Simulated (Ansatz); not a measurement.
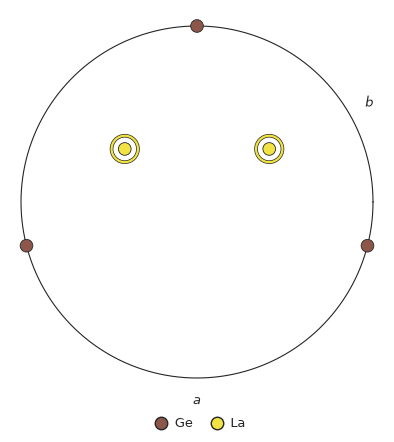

Crystal: La2Hg6Ge3, the geometry relaxed with DFT, PAW plane waves, pbe in Ansatz 0.2.0; the starting structure was generated, so it need not be a known form of this composition. Directions from one mercury atom at (0.712, 0, 1/2) to its bonded neighbours, in stereographic projection down c (filled: above the plane of the page or in it, open: below). Geometry calculated from the standardised cell; symmetry tolerance 0.002 Å.

Neighbours are counted up to 3.07 Å for Ge, 3.91 Å for La.

```yaml
crystal:
  lattice:
    - [8.46497, 0.00000, 0.00000]
    - [-4.23249, 7.33088, 0.00000]
    - [0.00000, 0.00000, 4.41002]
  atoms:
    - { symbol: Hg, position: [0.20404, 0.00000, 0.00000] }
    - { symbol: Hg, position: [0.79596, 0.79596, 0.00000] }
    - { symbol: Hg, position: [0.00000, 0.20404, 0.00000] }
    - { symbol: Ge, position: [0.39885, 0.00000, 0.50000] }
    - { symbol: Ge, position: [0.60115, 0.60115, 0.50000] }
    - { symbol: Ge, position: [0.00000, 0.39885, 0.50000] }
    - { symbol: La, position: [0.33333, 0.66667, 0.00000] }
    - { symbol: La, position: [0.66667, 0.33333, 0.00000] }
    - { symbol: Hg, position: [0.71201, 0.00000, 0.50000] }
    - { symbol: Hg, position: [0.28799, 0.28799, 0.50000] }
    - { symbol: Hg, position: [0.00000, 0.71201, 0.50000] }
```

How many neighbours are there, and at what angles?

7: 1 Ge at 2.65 Å, 2 Ge at 3.02 Å, 4 La at 3.75 Å. Angles between bonds: 59° (4×), 61° (4×), 72° (2×), 81° (2×), 104° (2×), 123° (2×), 139° (4×), 151° (1×).

What is the site's symmetry in the crystal?

Point group mm2 (C2v), order 4: one twofold axis, two mirror planes. In No. 189, P-62m this is Wyckoff position 3g.
